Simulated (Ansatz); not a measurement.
# NH3 (ammonia) at BCCD(T)/3-21G

Aim: the electronic atomisation energy of NH3 (ammonia) at BCCD(T)/3-21G, from 3 runs. 

Program for the calculation: Ansatz 0.2.0.

48 further runs of the same task are left out: 48 set aside as unsound or not needed.

### Step 1. The system as given

NH3: 4 atoms, total charge 0, spin state singlet. As SMILES, `N`. Geometry: relaxed at PBE0-D4/def2-TZVP.

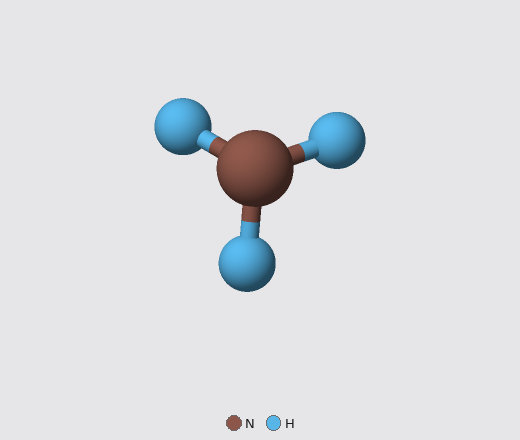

Viewed from a chosen angle; nitrogen brown, hydrogen blue.

### Step 2. A single-point energy at BCCD(T)/3-21G

Contents of molecule.yaml:

```yaml
crystal:
  periodic: [false, false, false]
  atoms:
    - {symbol: N, position_ang: [-0.069910, 0.249470, 0.110930]}
    - {symbol: H, position_ang: [0.490470, -0.301820, 0.749180]}
    - {symbol: H, position_ang: [-0.887480, -0.301940, -0.118910]}
    - {symbol: H, position_ang: [0.466920, 0.354280, -0.741200]}
basis:
  gaussian: {orbitals: 3-21G.json}
correlation: {method: bccd_t, frozen_orbitals: {H: 0, "N": 1}}
accuracy: high
scf: {omitted_lower_state_checks: [cluster_reference, increment]}
```

The basis set 3-21G is read from a file made from the Basis Set Exchange's data (not shown).

On the command line:

```sh
ansatz run molecule.yaml --threads 1 --pin off --max-ram 3480MiB --events-out events.jsonl --progress --plain --runs-dir runs
```

Output (excerpt; [...] marks lines left out):

```text
Warning: RAYON_NUM_THREADS=1 ignored (pool sized by the plan → 1); use --threads N
Functional definition: HF
  name "HF"
[...]
291 factors; integrals over basis functions are off by at most 5.5e-9 eV
[...]
mean field -1520.31900340 eV, -55.8706928658 hartree, gradient 4.3e-8 eV, S^2 0.000000; 0 other end points of the search recorded, 0 dependent functions left out
1 core orbitals not correlated: weight in the atoms' cores, before any rotation towards them, 1.000 or more for the frozen orbitals, at most 0.000 for the correlated occupied ones
reference -1520.31900340 eV, -55.8706928658 hartree; 4, 4 occupied and 10, 10 virtual orbitals, 291 factors
second order -3.03630809 eV of doubles, -0.00000000 eV of singles
cycle   1  -3.25065440 eV  change   -2.1e-1 eV  update   3.6e-2
[...]
cycle  18  -3.37879583 eV  change  -5.7e-10 eV  update  5.2e-10
perturbative correction -0.05275207 eV, -0.0019386028 hartree
Total energy: -1523.75055130 eV, -55.9967999252 hartree
Checks for a lower state left out: cluster_reference, increment
```

It took 0.12 s on 1 thread of Intel Xeon 6975P-C (Granite Rapids), shared host.

### Step 3. The H atom: the energy at UHF/3-21G

Contents of job.yaml:

```yaml
crystal:
  periodic: [false, false, false]
  atoms:
    - {symbol: H, position_ang: [0.000000, 0.000000, 0.000000]}
basis:
  gaussian: {orbitals: 3-21G.json}
magnetization: {spin_polarized: true, initial_magnetization: 1}
hamiltonian: {xc: hf}
accuracy: high
```

The basis set 3-21G is read from a file made from the Basis Set Exchange's data (not shown).

On the command line:

```sh
ansatz run job.yaml --threads 1 --pin off --max-ram 3480MiB --events-out events.jsonl --progress --plain --runs-dir runs
```

Output:

```text
Warning: RAYON_NUM_THREADS=1 ignored (pool sized by the plan → 1); use --threads N
[... 2 set-up lines as earlier in the session ...]
  exchange = exact_x
  correlation = 0
3 factors; integrals over basis functions are off by at most 5.6e-10 eV
mean field evaluation 1: about -13.4868 eV, gradient 1.3e0 eV
mean field evaluation 2: about -13.4868 eV, gradient 1.3e0 eV
mean field evaluation 4: about -13.5023 eV, gradient 2.1e-5 eV
mean field evaluation 8: about -13.5023 eV, gradient 1.0e-12 eV
mean field -13.50225274 eV, -0.4961986360 hartree, gradient 4.5e-8 eV, S^2 0.750000; 0 other end points of the search recorded, 0 dependent functions left out
reference -13.50225274 eV, -0.4961986360 hartree; 1, 0 occupied and 1, 2 virtual orbitals, 3 factors
Total energy: -13.50225274 eV, -0.4961986360 hartree
```

It took 0.08 s on 1 thread of Intel Xeon 6975P-C (Granite Rapids), shared host.

### Step 4. The N atom at the same level

Contents of input.yaml:

```yaml
crystal:
  periodic: [false, false, false]
  atoms:
    - {symbol: N, position_ang: [0.000000, 0.000000, 0.000000]}
basis:
  gaussian:
    orbitals: 3-21G.json
magnetization:
  spin_polarized: true
  initial_magnetization: 3
correlation:
  method: bccd_t
  frozen_orbitals: {"N": 1}
accuracy: high
scf:
  omitted_lower_state_checks: [cluster_reference, increment]
```

The basis set 3-21G is read from a file made from the Basis Set Exchange's data (not shown).

On the command line:

```sh
ansatz run input.yaml --threads 1 --pin off --max-ram 3480MiB --events-out events.jsonl --progress --plain --runs-dir runs
```

Output (excerpt; [...] marks lines left out):

```text
Warning: RAYON_NUM_THREADS=1 ignored (pool sized by the plan → 1); use --threads N
[... 2 set-up lines as earlier in the session ...]
[...]
42 factors; integrals over basis functions are off by at most 1.2e-8 eV
[...]
mean field -1472.28267610 eV, -54.1053903978 hartree, gradient 2.8e-8 eV, S^2 3.751604; 0 other end points of the search recorded, 0 dependent functions left out
1 core orbitals not correlated: weight in the atoms' cores, before any rotation towards them, 1.000 or more for the frozen orbitals, at most 0.000 for the correlated occupied ones
reference -1472.28267610 eV, -54.1053903978 hartree; 4, 1 occupied and 4, 7 virtual orbitals, 42 factors
second order -0.71498137 eV of doubles, -0.00000000 eV of singles
cycle   1  -0.83123637 eV  change   -1.2e-1 eV  update   1.4e-2
[...]
cycle  12  -0.86087285 eV  change  -5.0e-10 eV  update  1.3e-10
perturbative correction -0.00053056 eV, -0.0000194976 hartree
Total energy: -1473.14407951 eV, -54.1370463890 hartree
Checks for a lower state left out: cluster_reference, increment
```

Run time: 0.18 s. Hardware: 1 thread of Intel Xeon 6975P-C (Granite Rapids), shared host.

### Step 5. Summary of results

Level: BCCD(T)/3-21G, 1 core orbital frozen.

| quantity | value |
| --- | --- |
| molecule: total energy | -55.99680 Eh |
| molecule: correlation energy (1 core orbital frozen) | -126.1 mEh |
| molecule: (T) correction | -1.94 mEh |
| H atom: total energy | -0.49620 Eh |
| H atom: ⟨S²⟩ | 0.750 |
| N atom: total energy | -54.13705 Eh |
| N atom: correlation energy (1 core orbital frozen) | -31.7 mEh |
| N atom: (T) correction | -0.02 mEh |
| N atom: ⟨S²⟩ of the reference determinant | 3.752 |
| electronic atomisation energy | 10.100 eV |

What this shows: Taking the molecule apart into free atoms costs 10.10 eV (974 kJ/mol), before zero-point energy and without spin-orbit coupling. The basis has no polarisation functions, which makes bonds too weak. The triples (molecule) make up 1.5 % of the correlation energy. The triples (N atom) make up 0.1 % of the correlation energy.
